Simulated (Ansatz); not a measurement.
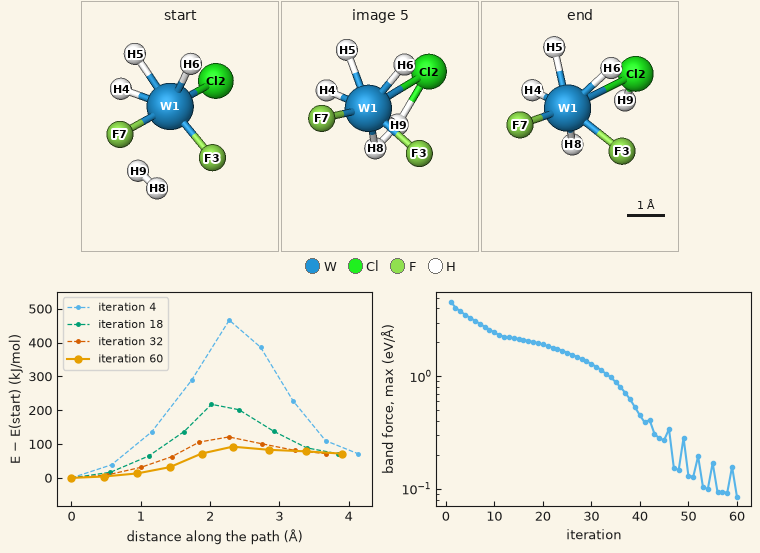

NEB run on WH5ClF2, made up at the start of WH3ClF2 and H2. Images are numbered from 0 (start) to 8 (end). The plot follows the band through its iterations. A ball-and-stick model, seen from a free direction.

Computed with RKS PBE-D4/def2-SVP in Ansatz. Set-up: 7 movable images; climbing image; force threshold 0.05 eV/Å; iteration limit 60; optimiser L-BFGS; largest step 0.02 Å; starting path through a guess of the saddle point.

How did the profile develop, and is the result final?

Answer. The result isn't final. The band hadn't converged when the run stopped after 60 iterations. The largest component of the band force went from 4.6 to 0.085 eV/Å. The barrier read from it is provisional, though the highest image hardly moved in the last two iterations. The step length is far from the usual. The first iteration put the highest image at 542.4 kJ/mol. The highest point, image 5, lies 92.4 kJ/mol above the start and 20.6 kJ/mol above the end; the end is at +71.7 kJ/mol relative to the start.

Limits of the set-up: the start holds two separate molecules, 2.4 Å apart at their closest, whose relative position is a soft coordinate.
